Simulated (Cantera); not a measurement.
Feed: 1 mol CH3SiCl3, 0.02 mol C2H4, 17 mol H2, at 0.0220 bar.

Equilibrium computed with Cantera from the NASA thermochemical tables; the gas is ideal and each condensed phase is pure. Candidate condensed phases: C, C6H6, C7H8, C8H18, Si, SiC; 109 gas species. The feed counts by its element totals alone. The tables' values for SiCl, SiCl3 are old estimates; treat these amounts as uncertain. Gases not in the tables: Si2H6 and higher silanes. Equilibrium is a limit: real reactors are often held back by kinetics, nucleation or transport.

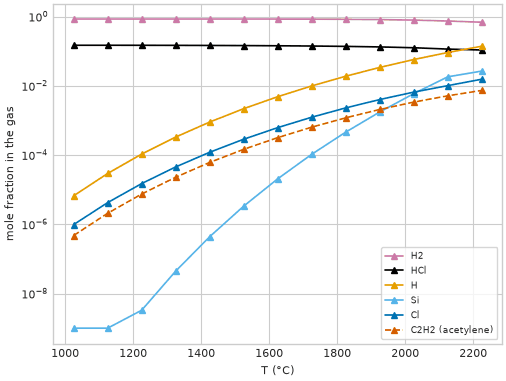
Equilibrium gas composition (values under 1e-9 drawn at 1e-9)

From 1025 °C to 2125 °C the condensed part is C(graphite) + SiC(s). At 2225 °C the condensed part is C(graphite). The main Si-bearing gas is SiCl2 at 1025 °C and Si at 2225 °C. The share of Si in condensed phases is highest at 1025 °C (99.3 %) and lowest at 2225 °C (0.0 %).
